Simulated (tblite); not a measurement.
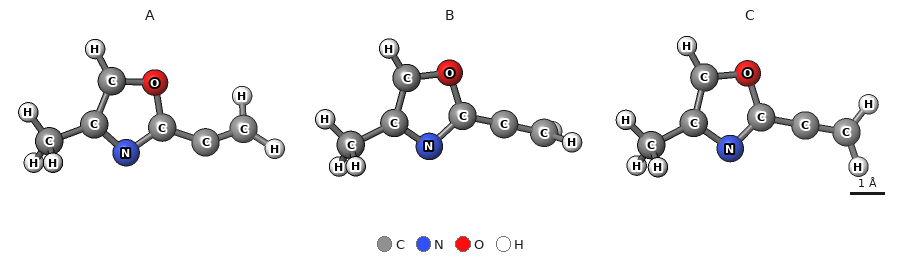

3 geometries from one relaxation of C₆H₆NO (multiplicity 2), in shuffled order. A ball-and-stick model, seen at a tilt.

These are results of GFN2-xTB geometry optimisation, gas phase (tblite 0.8.0), not measurements. 

Question: Order the frames from highest to lowest energy.

Answer: C, A, B. They are steps 0, 56, 88, at +0.795 eV, +0.548 eV relative to the last. Over 88 geometry steps the energy falls by 0.795 eV. The atom that moves furthest after the best rigid fit is an H atom (1.26 Å). By element the largest moves are H 1.26 Å, O 0.21 Å, C 0.19 Å, N 0.14 Å. Among the contacts that change: C–C 1.415 → 1.343 Å, C–N 1.384 → 1.346 Å, C–N 1.323 → 1.340 Å, C–C 1.303 → 1.287 Å. Among the angles between lasting bonds that change: H–C–H 119.4° → 115.3°, N–C–O 115.3° → 112.0°, C–C–O 118.2° → 121.4°. The run took 0.81 s on 1 thread of Arm Neoverse N1, on a shared host.
